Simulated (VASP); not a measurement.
Given:

```xyz
1
Lattice="-3.0500 3.0500 3.0500 3.0500 -3.0500 3.0500 3.0500 3.0500 -3.0500" Properties=species:S:1:pos:R:3 pbc="T T T"
Cs     0.0000     0.0000     0.0000
```

The numbers are results of PBE GGA with D3 dispersion (zero damping), VASP's PBE PAW potentials (set 64) (plane waves; VASP 6.6.1), not measurements. Numerical set-up: 520 eV cut-off, 10×10×10 Γ-centred mesh, tetrahedra with Blöchl corrections, potentials Cs_sv.

Unless said otherwise, spin-orbit coupling is left out, though it shifts the bands of the heavy elements here.

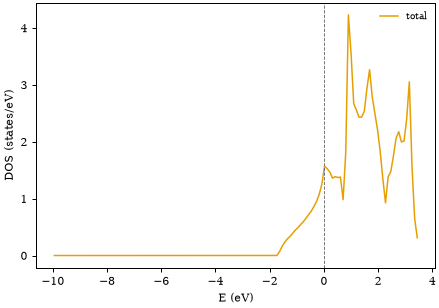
Fig. 1. Total and projected density of states, zero at the Fermi level

Within 2 eV below the Fermi level the largest weight inside VASP's projection spheres is Cs s, then Cs p.

It has no gap at this level: it comes out as a metal or semimetal.

The compound is Cs in the bcc structure. The cell was not relaxed at this level.
